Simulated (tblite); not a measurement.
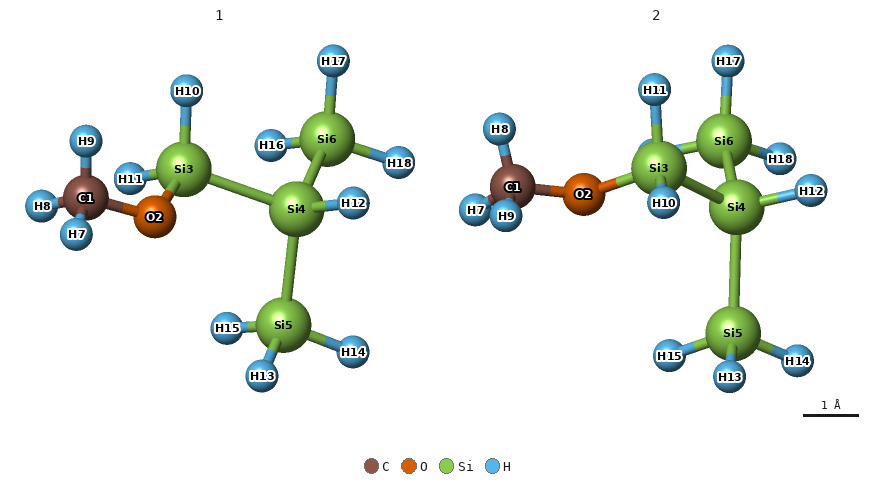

Two geometries of CH$_{12}$OSi$_{4}$, drawn at one scale. One is the start of a relaxation, the other its converged end. A ball-and-stick model, seen from a free direction.

The calculation used GFN2-xTB geometry optimisation, gas phase in tblite 0.8.0. 

Which one is relaxed?

Answer. Structure 2 is the relaxed one. Over 273 geometry steps the energy falls by 9.11 kcal/mol. The largest move after the best rigid fit is that of H11, 3.33 Å. Largest moves by element: H 3.33 Å, Si 1.22 Å, C 1.18 Å, O 1.13 Å. Among the contacts that change: Si4–Si5 2.259 → 2.333 Å, Si4–Si6 2.283 → 2.333 Å, C1–O2 1.432 → 1.390 Å, O2–Si3 1.655 → 1.631 Å. Bond angles that change, for instance: O2–Si3–Si4 110.5° → 95.7°, Si4–Si3–H10 110.3° → 119.4°, C1–O2–Si3 118.3° → 127.0°. Groups turn about Si3–Si4 by about 120°. The run took 9.5 s on 1 thread of Intel(R) Xeon(R) Processor @ 2.50GHz, on a shared host.
